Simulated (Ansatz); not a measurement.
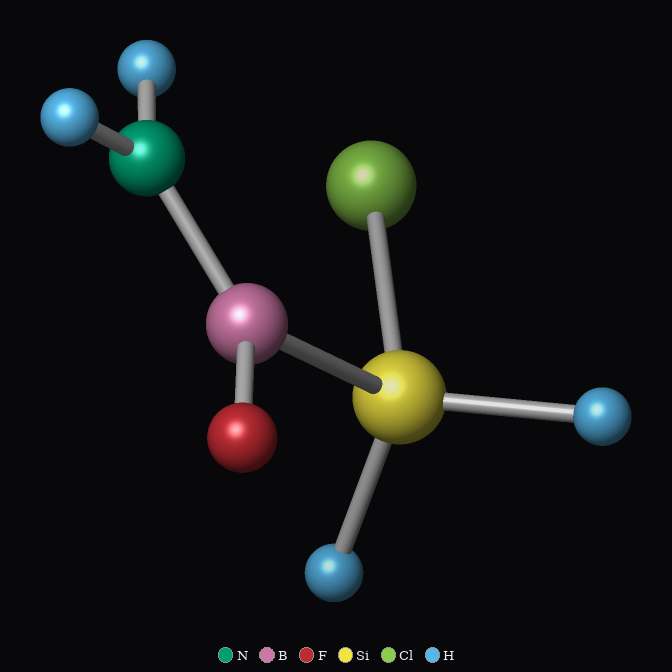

Computed geometry: PBE0-D4/def2-TZVP optimisation. No frequency run is at hand to confirm it as a minimum. Program: Ansatz 0.2.0.

Compare HOMO–LUMO gap (eV) at these levels: B3LYP-D4/def2-TZVPP; PBE-D4/def2-TZVPP; PBE0-D4/def2-TZVPP; r2SCAN-D4/def2-TZVPP; ωB97M-V/def2-TZVPP; ωB97X-V/def2-TZVPP.

```tsv
level	HOMO–LUMO gap (eV)
B3LYP-D4/def2-TZVPP	7.45
PBE-D4/def2-TZVPP	5.60
PBE0-D4/def2-TZVPP	7.85
r2SCAN-D4/def2-TZVPP	6.14
ωB97M-V/def2-TZVPP	11.98
ωB97X-V/def2-TZVPP	12.40
```
